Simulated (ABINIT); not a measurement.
**How the form of the self-energy moves the gap of BN (Qingsongite)**

How much does the gap of BN (Qingsongite) depend on the approximation to the self-energy?

Calculated with ABINIT 10.8.3; PBE and many-body steps on it, plane waves.

## (1) The structure

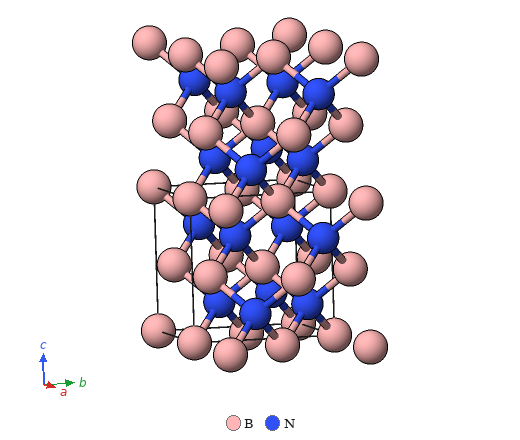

The starting structure, seen slightly off an axis (boron pink, nitrogen blue). 2×1×2 cells are drawn. This picture shows the conventional cell, with its axes. Bonds to atoms that aren't drawn are left out. Some periodic images of atoms are drawn too.

The cell and positions come from the Crystallography Open Database and are kept as given unless a step says otherwise.

## (2) Empty states on the mesh, 8×8×8 mesh, 61 bands

This step: ABINIT 10.8.3; DFT, PBE, plane waves, norm-conserving pseudopotentials.

The sums over transitions need many empty states on a uniform mesh; this step solves for them.

Input file run.abi:

```
acell 3*1.0 Angstrom
rprim 
  -0.000000000000 1.807500000000 1.807500000000
  1.807500000000 0.000000000000 1.807500000000
  1.807500000000 1.807500000000 -0.000000000000
ntypat 2
znucl 5 7
natom 2
typat 1 2
xred 
  0.000000000000 0.000000000000 0.000000000000
  0.250000000000 0.250000000000 0.250000000000
pp_dirpath "pseudos"
pseudos "B.upf, N.upf"
ecut 36
ngkpt 8 8 8
nshiftk 1
shiftk 0 0 0
kptopt 1
chksymbreak 0
irdden 1
istwfk *1
nband 61
prtvol 0
optdriver 6
gwr_task "HDIAGO"
paral_kgb 0
occopt 1
indata_prefix "in"
outdata_prefix "out"
tmpdata_prefix "tmp"
```

Started as:

```console
OMP_NUM_THREADS=1 mpirun -n 8 abinit run.abi > log
```

What it wrote:

```text
.Version 10.8.3 of ABINIT. v10.8.2 released Aug 2026.

 Symmetries : space group F-4 3 m (#216); Bravais cF (face-center cubic)
[... echo of the input left out ...]
== DATASET  1 ==================================================================
-   mpi_nproc: 8, omp_nthreads: 1 (-1 if OMP is not activated)

--- !DatasetInfo
iteration_state: {dtset: 1, }
dimensions: {natom: 2, nkpt: 29, mband: 61, nsppol: 1, nspinor: 1, nspden: 1, mpw: 869, }
cutoff_energies: {ecut:  36.0, pawecutdg:  -1.0, }
[...]
Indirect band gap semiconductor
 Fundamental gap:     4.535 (eV)
   VBM:     8.220 (eV) at k: [ 0.0000E+00,  0.0000E+00,  0.0000E+00]
   CBM:    12.755 (eV) at k: [ 5.0000E-01,  5.0000E-01,  0.0000E+00]
 Direct gap:         8.878 (eV) at k: [ 0.0000E+00,  0.0000E+00,  0.0000E+00]

== END DATASET(S) ==============================================================
================================================================================

 -outvars: echo values of variables after computation  --------
           etotal      0.0000000000E+00
            nband          61
             nkpt          29
          spgroup         216
 [... the other variables as echoed above ...]

 Calculation completed.
```

It took 4.9 s on 8 MPI ranks of Arm Neoverse V2, shared host; peak memory 0.76 GiB; 38 s of CPU time.

Numbers from this step:

- gap: 4.535 eV
- k of the valence top: 0, 0, 0
- k of the conduction bottom: 0.5, 0.5, 0
- least direct gap: 8.878 eV
- k points computed: 29
- lowest point of the top converged band, above the valence top: 119.7461 eV

On this mesh the gap is 4.535 eV.

The density comes from a self-consistent run that is not shown.

## (3) Screening, 8×8×8 mesh, 53 bands, screening to 228.6 eV

The RPA dielectric matrix is built and inverted for each q.

This step: RPA screening on PBE, plane waves, norm-conserving pseudopotentials.

run.abi: that of step 2 with these lines changed.

```diff
@@ -20,10 +20,11 @@
 chksymbreak 0
-irdden 1
 istwfk *1
-nband 61
-prtvol 0
-optdriver 6
-gwr_task "HDIAGO"
-paral_kgb 0
 occopt 1
+irdwfk 1
+optdriver 3
+nband 53
+ecuteps 8.4
+inclvkb 2
+awtr 1
+symchi 1
 indata_prefix "in"
```

What it wrote:

```text
.Version 10.8.3 of ABINIT. v10.8.2 released Aug 2026.

 Symmetries : space group F-4 3 m (#216); Bravais cF (face-center cubic)
[... echo of the input left out ...]
== DATASET  1 ==================================================================
-   mpi_nproc: 8, omp_nthreads: 1 (-1 if OMP is not activated)

--- !DatasetInfo
iteration_state: {dtset: 1, }
dimensions: {natom: 2, nkpt: 29, mband: 53, nsppol: 1, nspinor: 1, nspden: 1, mpw: 869, }
cutoff_energies: {ecut:  36.0, pawecutdg:  -1.0, }
electrons: {nelect:   8.00000000E+00, charge:   0.00000000E+00, occopt:   1.00000000E+00, tsmear:   1.00000000E-02, }

 SCREENING: Calculation of the susceptibility and dielectric matrices

 Based on a program developped by R.W. Godby, V. Olevano, G. Onida, and L. Reining.
 Incorporated in ABINIT by V. Olevano, G.-M. Rignanese, and M. Torrent.
.Using double precision arithmetic ; gwpc =  8

[... cell and pseudopotentials left out ...]
--------------------------------------------------------------------------------

 ==== K-mesh for the wavefunctions ====
 Number of points in the irreducible wedge :    29
[... list of points left out ...]
 Together with 24 symmetry operations and time-reversal symmetry
 yields   512 points in the full Brillouin Zone.

 ==== Q-mesh for the screening function ====
 Number of points in the irreducible wedge :    29
[... list of points left out ...]
 Together with 24 symmetry operations and time-reversal symmetry
 yields   512 points in the full Brillouin Zone.

 setmesh: FFT mesh size selected  =    20x   20x   20
          total number of points  =         8000

 vcoul_init : cutoff-mode = AUXILIARY_FUNCTION
 q-points for optical limit:   1
     1)      0.000010    0.000020    0.000030

- screening: taking advantage of time-reversal symmetry
- Maximum band index for partially occupied states nbvw = 4
- Remaining bands to be divided among processors   nbcw = 49
- Number of bands treated by each node ~6

 Number of electrons calculated from density =    8.0000; Expected =    8.0000
 average of density, n =  0.100376
 r_s =    1.3348
 omega_plasma =   30.5612 [eV]

 calculating chi0 at frequencies [eV] :
  1    0.000000E+00    0.000000E+00
  2    0.000000E+00    3.056116E+01

--------------------------------------------------------------------------------
  q-point number  1        q = ( 0.000000, 0.000000, 0.000000) [r.l.u.]
--------------------------------------------------------------------------------
[... chi0 elements left out ...]
 For q-point:  0.000010 0.000020 0.000030
  dielectric constant =   4.3132
  dielectric constant without local fields =   4.6602

  Average fulfillment of the sum rule on Im[epsilon] for q-point    1 :     82.68  [%]
[... wings left out ...]
  q-point number  2        q = ( 0.125000, 0.000000, 0.000000) [r.l.u.]
--------------------------------------------------------------------------------
[... chi0 elements left out ...]
  Average fulfillment of the sum rule on Im[epsilon] for q-point    2 :     95.95  [%]

 [... 27 further q-points ...]
```

It took 19 s on 8 MPI ranks; peak memory 0.94 GiB.

Numbers from this step:

```yaml
eps_infinity_with_local_fields_on_this_mesh_along_the_program_s_q_direction: 4.313
the_same_without_local_fields: 4.660
plasma_frequency: 30.56 eV
plane_waves_in_the_screening_matrix: 89
```

Local fields lower ε∞ by 7 %.

## (4) G0W0, Godby-Needs plasmon pole

The self-energy is evaluated for the states that the input lists, and the levels follow from it, in one-shot runs by the linearised quasiparticle equation.

This step: G0W0 on PBE, plane waves, norm-conserving pseudopotentials.

run.abi: that of step 3 with these lines changed.

```diff
@@ -23,8 +23,17 @@
 irdwfk 1
-optdriver 3
+optdriver 4
 nband 53
+gwcalctyp 0
+ecutsigx 36
+symsigma 1
+nkptgw 2
+kptgw 
+  0.0000000000 0.0000000000 0.0000000000
+  0.5000000000 0.5000000000 0.0000000000
+bdgw 
+  2 7
+  3 6
 ecuteps 8.4
-inclvkb 2
-awtr 1
-symchi 1
+irdscr 1
+ppmodel 1
 indata_prefix "in"
```

What it wrote:

```text
.Version 10.8.3 of ABINIT. v10.8.2 released Aug 2026.

 Symmetries : space group F-4 3 m (#216); Bravais cF (face-center cubic)
[... echo of the input left out ...]
== DATASET  1 ==================================================================
-   mpi_nproc: 8, omp_nthreads: 1 (-1 if OMP is not activated)

--- !DatasetInfo
iteration_state: {dtset: 1, }
dimensions: {natom: 2, nkpt: 29, mband: 53, nsppol: 1, nspinor: 1, nspden: 1, mpw: 869, }
cutoff_energies: {ecut:  36.0, pawecutdg:  -1.0, }
electrons: {nelect:   8.00000000E+00, charge:   0.00000000E+00, occopt:   1.00000000E+00, tsmear:   1.00000000E-02, }

 SIGMA: Calculation of the GW corrections

 Based on a program developped by R.W. Godby, V. Olevano, G. Onida, and L. Reining.
 Incorporated in ABINIT by V. Olevano, G.-M. Rignanese, and M. Torrent.
.Using double precision arithmetic ; gwpc =  8

[... cell and pseudopotentials left out ...]
--------------------------------------------------------------------------------

 ==== K-mesh for the wavefunctions ====
 Number of points in the irreducible wedge :    29
[... list of points left out ...]
 Together with 24 symmetry operations and time-reversal symmetry
 yields   512 points in the full Brillouin Zone.

 ==== Q-mesh for screening function ====
 Number of points in the irreducible wedge :    29
[... list of points left out ...]
 Together with 24 symmetry operations and time-reversal symmetry
 yields   512 points in the full Brillouin Zone.

 vcoul_init : cutoff-mode = AUXILIARY_FUNCTION
 q-points for optical limit:   1
     1)      0.000010    0.000020    0.000030
 setmesh: FFT mesh size selected  =    25x   25x   25
          total number of points  =        15625

 Number of electrons calculated from density =    8.0000; Expected =    8.0000
 average of density, n =  0.100376
 r_s =    1.3348
 omega_plasma =   30.5612 [eV]

 === KS Band Gaps ===
  >>>> For spin  1
   Minimum direct gap =   8.8782 [eV], located at k-point      :   0.0000  0.0000  0.0000
   Fundamental gap    =   4.5349 [eV], Top of valence bands at :   0.0000  0.0000  0.0000
                                       Bottom of conduction at :   0.5000  0.5000  0.0000
 SIGMA fundamental parameters:
 PLASMON POLE MODEL  1
 number of plane-waves for SigmaX                  869
 number of plane-waves for SigmaC and W             89
 number of plane-waves for wavefunctions           869
 number of bands                                    53
 number of independent spin polarizations            1
 number of spinorial components                      1
 number of k-points in IBZ                          29
 number of q-points in IBZ                          29
 number of symmetry operations                      24
 number of k-points in BZ                          512
 number of q-points in BZ                          512
 number of frequencies for dSigma/dE                 9
 frequency step for dSigma/dE [eV]                0.25
 number of omega for Sigma on real axis              0
 max omega for Sigma on real axis  [eV]           0.00
 zcut for avoiding poles [eV]                     0.10

 EPSILON^-1 parameters (SCR file):
 dimension of the eps^-1 matrix on file             89
 dimension of the eps^-1 matrix used                89
 number of plane-waves for wavefunctions           869
 number of bands                                    53
 number of q-points in IBZ                          29
 number of frequencies                               2
 number of real frequencies                          1
 number of imag frequencies                          1

 matrix elements of self-energy operator (all in [eV])

 Perturbative Calculation

--- !SelfEnergy_ee
iteration_state: {dtset: 1, }
kpoint     : [   0.000,    0.000,    0.000, ]
spin       : 1
KS_gap     :    8.878
QP_gap     :   10.895
Delta_QP_KS:    2.016
data: !SigmaeeData |
     Band     E0 <VxcDFT>   SigX SigC(E0)      Z dSigC/dE  Sig(E)    E-E0       E
        2   8.220 -18.520 -22.080   2.641   0.828  -0.207 -19.281  -0.762   7.458
        3   8.220 -18.520 -22.080   2.641   0.828  -0.207 -19.281  -0.762   7.458
        4   8.220 -18.520 -22.080   2.641   0.828  -0.207 -19.281  -0.762   7.458
        5  17.099 -13.778  -7.152  -5.139   0.843  -0.186 -12.524   1.255  18.353
        6  17.099 -13.778  -7.152  -5.139   0.843  -0.186 -12.524   1.255  18.353
        7  17.099 -13.778  -7.152  -5.139   0.843  -0.186 -12.524   1.255  18.353

--- !SelfEnergy_ee
iteration_state: {dtset: 1, }
kpoint     : [   0.500,    0.500,    0.000, ]
spin       : 1
KS_gap     :    9.442
QP_gap     :   11.378
Delta_QP_KS:    1.936
data: !SigmaeeData |
     Band     E0 <VxcDFT>   SigX SigC(E0)      Z dSigC/dE  Sig(E)    E-E0       E
        3   3.313 -16.496 -21.657   3.609   0.820  -0.220 -17.769  -1.273   2.040
        4   3.313 -16.496 -21.657   3.609   0.820  -0.220 -17.769  -1.273   2.040
        5  12.755 -12.570  -7.394  -4.400   0.855  -0.170 -11.907   0.663  13.418
        6  17.562 -12.696  -6.779  -4.986   0.851  -0.175 -11.904   0.792  18.354

== END DATASET(S) ==============================================================
================================================================================

 -outvars: echo values of variables after computation  --------
           etotal      0.0000000000E+00
            nband          53
             nkpt          29
          spgroup         216
 [... the other variables as echoed above ...]

 Calculation completed.
```

The job ended after 2.9 s (8 MPI ranks; peak memory 0.12 GiB; 22 s of CPU time).

This step gave:

- G0W0 gap on the points computed: 5.960 eV
- starting gap on the mesh: 4.535 eV
- k of the valence top: 0, 0, 0
- k of the conduction bottom: 0.5, 0.5, 0
- Z at the valence top: 0.828
- Z at the conduction bottom: 0.855
- least direct G0W0 gap on the computed points: 10.90 eV

The gap on the mesh goes from 4.53 eV to 5.96 eV, a correction of +1.43 eV.

## (5) G0W0, Hybertsen-Louie plasmon pole

run.abi: that of step 4 with these lines changed.

```diff
@@ -37,3 +37,3 @@
 irdscr 1
-ppmodel 1
+ppmodel 2
 indata_prefix "in"
```

What it wrote:

```text
.Version 10.8.3 of ABINIT. v10.8.2 released Aug 2026.

 Symmetries : space group F-4 3 m (#216); Bravais cF (face-center cubic)
[... echo of the input left out ...]
== DATASET  1 ==================================================================
-   mpi_nproc: 8, omp_nthreads: 1 (-1 if OMP is not activated)

--- !DatasetInfo
iteration_state: {dtset: 1, }
dimensions: {natom: 2, nkpt: 29, mband: 53, nsppol: 1, nspinor: 1, nspden: 1, mpw: 869, }
cutoff_energies: {ecut:  36.0, pawecutdg:  -1.0, }
electrons: {nelect:   8.00000000E+00, charge:   0.00000000E+00, occopt:   1.00000000E+00, tsmear:   1.00000000E-02, }

 SIGMA: Calculation of the GW corrections

 Based on a program developped by R.W. Godby, V. Olevano, G. Onida, and L. Reining.
 Incorporated in ABINIT by V. Olevano, G.-M. Rignanese, and M. Torrent.
.Using double precision arithmetic ; gwpc =  8

[... cell and pseudopotentials left out ...]
--------------------------------------------------------------------------------

 ==== K-mesh for the wavefunctions ====
 Number of points in the irreducible wedge :    29
[... list of points left out ...]
 Together with 24 symmetry operations and time-reversal symmetry
 yields   512 points in the full Brillouin Zone.

 ==== Q-mesh for screening function ====
 Number of points in the irreducible wedge :    29
[... list of points left out ...]
 Together with 24 symmetry operations and time-reversal symmetry
 yields   512 points in the full Brillouin Zone.

 vcoul_init : cutoff-mode = AUXILIARY_FUNCTION
 q-points for optical limit:   1
     1)      0.000010    0.000020    0.000030
 setmesh: FFT mesh size selected  =    25x   25x   25
          total number of points  =        15625

 Number of electrons calculated from density =    8.0000; Expected =    8.0000
[...]
number of omega for Sigma on real axis              0
 max omega for Sigma on real axis  [eV]           0.00
 zcut for avoiding poles [eV]                     0.10

 EPSILON^-1 parameters (SCR file):
 dimension of the eps^-1 matrix on file             89
 dimension of the eps^-1 matrix used                89
 number of plane-waves for wavefunctions           869
 number of bands                                    53
 number of q-points in IBZ                          29
 number of frequencies                               2
 number of real frequencies                          1
 number of imag frequencies                          1

 matrix elements of self-energy operator (all in [eV])

 Perturbative Calculation

--- !SelfEnergy_ee
iteration_state: {dtset: 1, }
kpoint     : [   0.000,    0.000,    0.000, ]
spin       : 1
KS_gap     :    8.878
QP_gap     :   11.074
Delta_QP_KS:    2.196
data: !SigmaeeData |
     Band     E0 <VxcDFT>   SigX SigC(E0)      Z dSigC/dE  Sig(E)    E-E0       E
        2   8.220 -18.520 -22.080   2.280   0.852  -0.174 -19.610  -1.090   7.130
        3   8.220 -18.520 -22.080   2.280   0.852  -0.174 -19.610  -1.090   7.130
        4   8.220 -18.520 -22.080   2.280   0.852  -0.174 -19.610  -1.090   7.130
[...]
--- !SelfEnergy_ee
iteration_state: {dtset: 1, }
kpoint     : [   0.500,    0.500,    0.000, ]
spin       : 1
KS_gap     :    9.442
QP_gap     :   11.531
Delta_QP_KS:    2.089
data: !SigmaeeData |
     Band     E0 <VxcDFT>   SigX SigC(E0)      Z dSigC/dE  Sig(E)    E-E0       E
[...]
5  12.755 -12.570  -7.394  -4.669   0.872  -0.147 -12.128   0.442  13.197
        6  17.562 -12.696  -6.779  -5.227   0.867  -0.153 -12.098   0.598  18.160

== END DATASET(S) ==============================================================
================================================================================

 -outvars: echo values of variables after computation  --------
           etotal      0.0000000000E+00
            nband          53
             nkpt          29
          spgroup         216
 [... the other variables as echoed above ...]

 Calculation completed.
```

The job ended after 2.8 s (8 MPI ranks; peak memory 0.12 GiB).

Numbers from this step:

```yaml
g0w0_gap_on_the_points_computed: 6.067 eV
starting_gap_on_the_mesh: 4.535 eV
k_of_the_valence_top: 0, 0, 0
k_of_the_conduction_bottom: 0.5, 0.5, 0
z_at_the_valence_top: 0.852
z_at_the_conduction_bottom: 0.872
least_direct_g0w0_gap_on_the_computed_points: 11.07 eV
```

Against G0W0 in ABINIT (8×8×8 mesh, 53 bands, screening to 228.6 eV, Godby-Needs plasmon pole), the gap moves by +0.107 eV.

## (6) G0W0, von der Linden-Horsch plasmon pole

run.abi: that of step 5 with these lines changed.

```diff
@@ -37,3 +37,3 @@
 irdscr 1
-ppmodel 2
+ppmodel 3
 indata_prefix "in"
```

What it wrote:

```text
.Version 10.8.3 of ABINIT. v10.8.2 released Aug 2026.

 Symmetries : space group F-4 3 m (#216); Bravais cF (face-center cubic)
[... echo of the input left out ...]
== DATASET  1 ==================================================================
-   mpi_nproc: 8, omp_nthreads: 1 (-1 if OMP is not activated)

--- !DatasetInfo
iteration_state: {dtset: 1, }
dimensions: {natom: 2, nkpt: 29, mband: 53, nsppol: 1, nspinor: 1, nspden: 1, mpw: 869, }
cutoff_energies: {ecut:  36.0, pawecutdg:  -1.0, }
[...]
Band     E0 <VxcDFT>   SigX SigC(E0)      Z dSigC/dE  Sig(E)    E-E0       E
[...]
5  12.755 -12.570  -7.394  -4.774   0.878  -0.139 -12.217   0.353  13.108
        6  17.562 -12.696  -6.779  -5.337   0.877  -0.140 -12.187   0.509  18.071

== END DATASET(S) ==============================================================
================================================================================

 -outvars: echo values of variables after computation  --------
           etotal      0.0000000000E+00
            nband          53
             nkpt          29
          spgroup         216
 [... the other variables as echoed above ...]

 Calculation completed.
```

It took 2.3 s on 8 MPI ranks; peak memory 0.12 GiB.

Numbers from this step:

```yaml
g0w0_gap_on_the_points_computed: 5.956 eV
starting_gap_on_the_mesh: 4.535 eV
k_of_the_valence_top: 0, 0, 0
k_of_the_conduction_bottom: 0.5, 0.5, 0
least_direct_g0w0_gap_on_the_computed_points: 10.94 eV
```

Against G0W0 in ABINIT (8×8×8 mesh, 53 bands, screening to 228.6 eV, Godby-Needs plasmon pole), the gap moves by −0.004 eV.

(Continued in part 2 of 2.)

[Paths, hosts, dates, memory and timing lines, banners, echoed tables and standing remarks are left out of the program output.]

[Logs are printed without paths, hosts, clocks, repeated set-up lines and the standing remarks that a program may print on its own settings, such as how far it seeks lower states.]

[Runs of the session that timed out or met a known fault of the program may be left out.]

[Hosts, paths, dates, database ids (printed as entryN), source tags and the programs' standing remarks are cut or masked in the printed files.]

[G0W0 gaps are taken among the corrected bands and points alone; a level outside them can change the order at an edge.]

[Where Ansatz stands beside ABINIT at settings called matched, ABINIT's density can come from a denser mesh and the files from another edition; pairs whose starting gaps differed by over 0.03 eV were left out, so agreement reads better than it is.]
